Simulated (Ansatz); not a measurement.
# A hypothetical structure for CoBiS3, part 2 of 2

Starting from a made-up structure for CoBiS3, the aim is the relaxed cell, its shortest contacts and, where a second run follows, its electronic structure.

Ansatz 0.2.0; DFT, PBE, plane-wave PAW, default files, scalar-relativistic, ferromagnetic start, cell and ions relaxed at zero pressure (the session's first sound run).

So far: The starting structure; Relaxing cell and atoms. The relaxed cell has a = 4.289, c = 5.583 Å (conventional setting).

## (3) Bands of the relaxed cell

A second self-consistent run takes a narrower smearing and the mesh shown in its input; the bands follow along the standard path of the relaxed lattice.

This step: DFT, PBE, plane-wave PAW, default files, scalar-relativistic, no spin, bands and density of states at the relaxed cell (Ansatz 0.2.0).

The input, input.yaml:

```yaml
crystal:
  lattice:
    - [4.2894616265, 0.0, 0.0]
    - [0.0, 4.2894616265, 0.0]
    - [0.0, 0.0, 5.5826866058]
  atoms:
    - { symbol: Bi, position: [0.0, 0.0, 0.0281960443] }
    - { symbol: Co, position: [0.5, 0.5, 0.5954289906] }
    - { symbol: S, position: [0.0, 0.5, 0.710830717] }
    - { symbol: S, position: [0.5, 0.5, 0.2063135312] }
    - { symbol: S, position: [0.5, 0.0, 0.710830717] }
kpoints:
  mp_grid: { grid: [8, 8, 6] }
  band_path:
    path:
      - [[0.0, 0.0, 0.0], [0.0, 0.5, 0.0], [0.5, 0.5, 0.0], [0.0, 0.0, 0.0], [0.0, 0.0, 0.5], [0.0, 0.5, 0.5], [0.5, 0.5, 0.5], [0.0, 0.0, 0.5]]
      - [[0.0, 0.5, 0.0], [0.0, 0.5, 0.5]]
      - [[0.5, 0.5, 0.0], [0.5, 0.5, 0.5]]
    npoints: 8
scf:
  occupations: { method: fermi_dirac, width: 0.03 }
  n_extra_bands: 9
hamiltonian:
  xc: pbe
  pseudopotentials: { kind: paw }
output:
  forces: true
  stress: true
  write_bands: true
  dos: { projected: true }
  write_density: true
  write_potential: true
  elf: true
  volumetric_format: npy
```

The run is started by

```bash
$ ansatz run input.yaml --threads 4 --pin off --max-ram 8192MiB --backend cpu --events-out ev --progress --plain --runs-dir out
```

Numbers of over 12 decimals in the logs are rounded to 6 here.

The log of the run:

```text
[...]
Crystal: 5 atoms, lattice volume = 102.719 Å³
Basis set: ecut = 420 eV, 2011 PW (Γ), exchange–correlation on 60×60×80 points (8 copies of the dense FFT grid, shifted against one another)
Bands: 34, of which v1, the nominal top of the filled ones, is band 25 counted from 1 (24 counted from 0)
Symmetry: 8 space group operations
[...]
k-points: 60 of 384 (time reversal used)
[...]
SCF iter   1: F=—  HF=-20229.632474 eV  |F-HF|=—  |Δ(HF+E_count)|=         —  Δρ=6.69e-3  dr2=2.73e-2  ethr=1.77e-3  ⟨swp⟩=6.4  Hψ=9132  notcnv=0  defer=18
[...]
SCF iter   8: F=-20229.629515 eV  HF=-20229.629515 eV  |F-HF|=2.21e-8  |Δ(HF+E_count)|=   1.70e-7  Δρ=5.78e-6  dr2=3.93e-8  ethr=2.00e-10  ⟨swp⟩=14.7  Hψ=16204  notcnv=0
SCF 1 converged in 8 iterations: F = -20229.629515 eV  dr2 = 3.93e-8
[...]
NSCF: frozen V_eff on 75 k-points
SCF converged after 8 iterations
Free energy (F): -20229.629515 eV
[...]
Internal energy: -20229.618836 eV  (E = F + TS)
E sigma→0 (E₀):  -20229.624175 eV
Entropy (-TS):   -0.010679 eV (-2.136 meV/atom)
Fermi energy:    8.895114 eV
[...]
--- Forces (eV/Å), atoms counted from 1 ---
  atom   1  Bi     0.00000000     0.00000000     0.08296644
  atom   2  Co    -0.00000000     0.00000000     0.05607686
  atom   3  S     -0.00000000     0.00000000    -0.05636576
  atom   4  S     -0.00000000     0.00000000    -0.02642371
  atom   5  S      0.00000000     0.00000000    -0.05636576
  max |Σ_I F_I| component: 1.12e-4 eV/Å
--- Stress (GPa, compression-positive) ---
       -0.211621       0.000000       0.000000
        0.000000      -0.211621       0.000000
        0.000000       0.000000       0.110888
  P = ⅓ Tr σ = -0.1041 GPa (-1.041 kbar)
--- Band table (eV; the first three rows and the last of 60) ---
  k-point 0: bands = [... 21 lower, 7.7742, 7.7742, 8.8124, 8.8124, 9.2845, 9.2866, 10.5985, 11.9578, ... 5 higher]
  k-point 1: bands = [... 21 lower, 7.5957, 7.5957, 8.9154, 8.9154, 9.2687, 9.2767, 10.3687, 11.9923, ... 5 higher]
  k-point 2: bands = [... 21 lower, 7.2781, 7.2781, 9.0695, 9.0695, 9.2145, 9.2358, 9.8342, 12.0385, ... 5 higher]
  k-point 59: bands = [... 21 lower, 7.9523, 7.9523, 7.9958, 9.2118, 9.3567, 11.9860, 12.1126, 12.5949, ... 5 higher]
```

Wall time 10 s (4 threads of Arm Neoverse V1, shared host); peak memory 0.68 GiB; 39 s of CPU time.

In the SCF lines HF is the Harris–Foulkes energy and dr2 the Hartree energy of the density residual, in eV; the loop may stop once dr2 is under the threshold and the program's other checks hold. Hψ counts applications of the Hamiltonian.

This step gave:

```
free energy             : -20229.6295 eV
energy at zero smearing : -20229.6242 eV
smearing term TS        : 0.01068 eV
Fermi energy            : 8.895 eV
pressure                : -0.1041 GPa
```

From bands.tsv, the bands that come nearest the Fermi level along the path, at its corners, in eV from the Fermi level:

```tsv
point	band 22	band 23	band 24	band 25	band 26	band 27	band 28	band 29
Γ	-1.12	-1.12	-0.08	-0.08	0.39	0.39	1.70	3.06
X	-1.19	-0.81	-0.77	-0.44	0.20	0.69	1.80	2.25
M	-1.29	-1.14	-0.62	-0.62	0.46	1.68	3.09	4.15
Γ	-1.12	-1.12	-0.08	-0.08	0.39	0.39	1.70	3.06
Z	-1.78	-1.68	0.20	0.24	0.24	0.33	0.71	3.16
R	-1.52	-0.90	-0.33	-0.09	0.09	0.54	1.92	2.83
A	-0.94	-0.94	-0.90	0.32	0.46	3.09	3.22	3.70
Z	-1.78	-1.68	0.20	0.24	0.24	0.33	0.71	3.16
X	-1.19	-0.81	-0.77	-0.44	0.20	0.69	1.80	2.25
R	-1.52	-0.90	-0.33	-0.09	0.09	0.54	1.92	2.83
M	-1.29	-1.14	-0.62	-0.62	0.46	1.68	3.09	4.15
A	-0.94	-0.94	-0.90	0.32	0.46	3.09	3.22	3.70
```

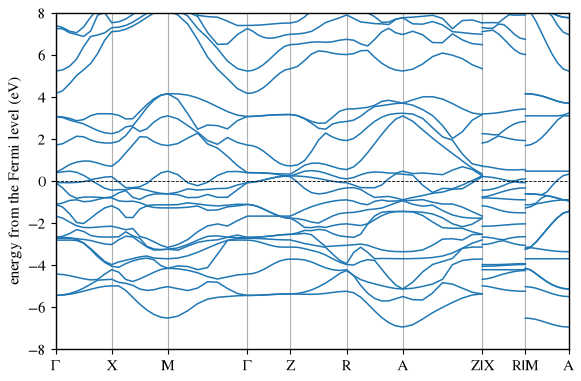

Bands along the path. 13 bands lie wholly below the window drawn.

Counts of states for the cell as run, both spins, by energy window (eV from the Fermi level): Near the top, bands beyond those computed are missing, so counts there can be too low.

```csv
from,to,total
-8,-7,0.00
-7,-6,0.46
-6,-5,2.67
-5,-4,3.16
-4,-3,3.92
-3,-2,5.24
-2,-1,3.98
-1,0,4.68
0,1,2.51
1,2,1.79
2,3,3.12
3,4,2.43
4,5,0.11
5,6,0.99
```

A further 26.0 states lie below the table's range.

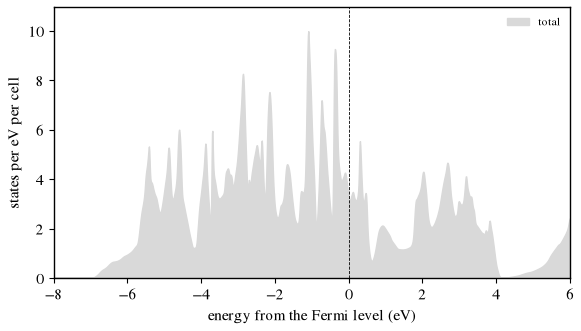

Total density of states, smoothed over about 0.04 eV.

Force by atom:

```csv
atom,x (eV/Å),y (eV/Å),z (eV/Å),size
Bi1,0.0000,0.0000,0.0830,0.0830
Co2,0.0000,0.0000,0.0561,0.0561
S3,0.0000,0.0000,-0.0564,0.0564
S4,0.0000,0.0000,-0.0264,0.0264
S5,0.0000,0.0000,-0.0564,0.0564
```

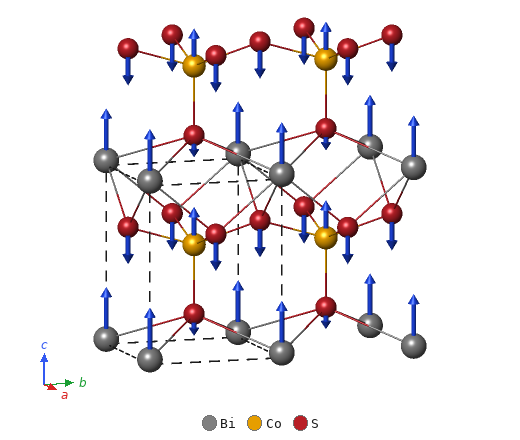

Force as arrows, the longest 0.0830 eV/Å. 1×2×2 cells are drawn. Some periodic images of atoms are drawn too.

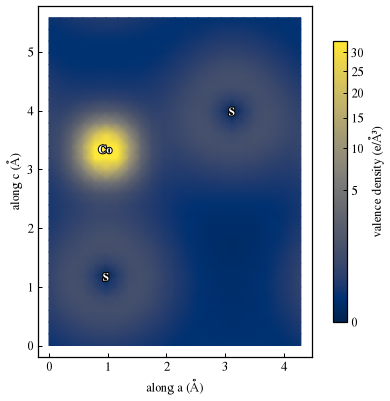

Valence density in the ac plane at fractional y = 0.500, with atoms of Co and S within 0.2 Å of it. It is the smooth field of the valence electrons, not physical close to the nuclei. The map starts off the cell's origin, so that atoms lie inside it. The colour scale is stretched toward low values.

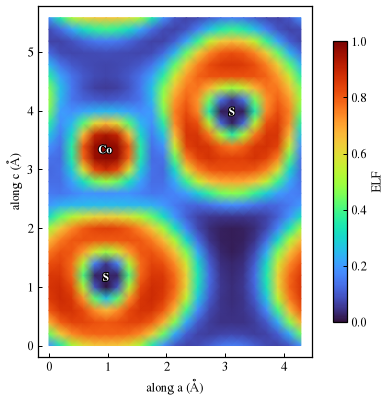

ELF in the ac plane at fractional y = 0.500, with atoms of Co and S within 0.2 Å of it. It is the smooth field of the valence electrons, not physical close to the nuclei. The map starts off the cell's origin, so that atoms lie inside it.

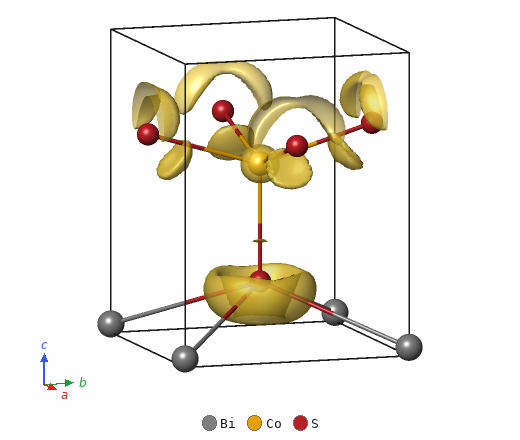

Surface of ELF = 0.85.

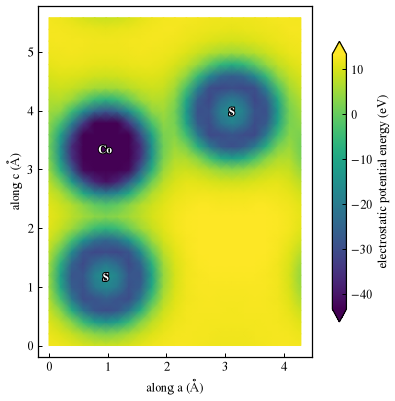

Electrostatic potential energy in the ac plane at fractional y = 0.500, with atoms of Co and S within 0.2 Å of it. With pseudopotentials it is smooth inside the atoms' cores, unlike the true potential. The map starts off the cell's origin, so that atoms lie inside it.

## (4) Summary of results

| Item | Value |
| --- | --- |
| space group, relaxed | P4mm |
| conventional cell | a = 4.289, b = 4.289, c = 5.583 Å; α = 90.0°, β = 90.0°, γ = 90.0° |
| volume per atom | 20.54 Å³ (guess 19.93) |
| total moment | 0.00 μB in the cell of 5 atoms |

What this shows: CoBiS3 relaxes to P4mm with a = 4.289, b = 4.289 and c = 5.583 Å. The guessed volume was 3 % too small. The space group P4mm was held in the relaxation, so the end point is a stationary structure within it and may be a saddle against distortions or other arrangements. The moments died out from this one start and weren't seeded again at the relaxed cell. Bands cross the Fermi level, so it is a metal or semimetal at this level. On the 8×8×6 mesh with the narrower smearing (relaxed on 6×6×6) the largest force component is 0.083 eV/Å and the largest stress component is 0.212 GPa, against the relaxation's thresholds of 0.015 eV/Å and 0.05 GPa. The cutoff wasn't tested. A vector of the cell changed its length by 15 %, more than the volume shows. Spin-orbit coupling is left out, which can matter for elements this heavy. No dispersion term is used, so weakly bound directions may come out too long. Nothing here tests whether the compound is stable against decomposition.

[Logs are printed without paths, hosts, clocks, repeated set-up lines and the standing remarks that a program may print on its own settings, such as how far it seeks lower states.]

[Hosts, paths, dates, database ids (printed as entryN), source tags and the programs' standing remarks are cut or masked in the printed files.]
